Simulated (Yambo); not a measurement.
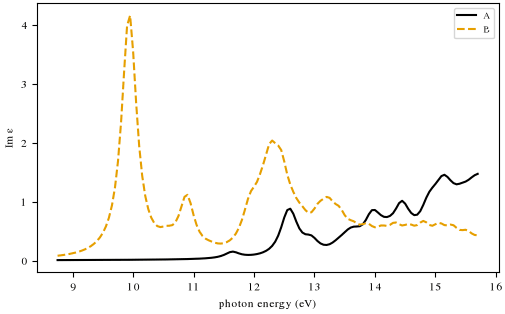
Figure. Two computed absorption spectra of KHF$_{2}$ (space group I4/mcm, No. 140) (Yambo, PBEsol bands with the same scissor, field along x)

Axes are Cartesian, with cell vectors (Å) (-2.80, 2.80, 3.35), (2.80, -2.80, 3.35), (2.80, 2.80, -3.35).

Question: Which curve includes the electron-hole attraction (BSE), and where are its main peaks?

Answer: Curve B: the attraction moves weight to lower energy (centre of the plotted range 12.0 eV against 14.2 eV). Its peaks lie at 9.9 eV, 10.9 eV, 12.3 eV, 13.2 eV. Settings: 4×4×4 mesh, 12 valence and 10 conduction bands, static screening with 63 bands and a 3 Ry block, scissor 4.30 eV, Tamm-Dancoff. The scissor comes from a G0W0 run whose convergence isn't established. Broadening 0.15 eV. The band window holds all transitions up to 17.8 eV. Fine structure above the onset can come from the mesh.

Geometry of the Materials Project entry, not relaxed at this level; primitive cell a = b = c = 5.188 Å, α = β = 114.69°, γ = 99.48°.
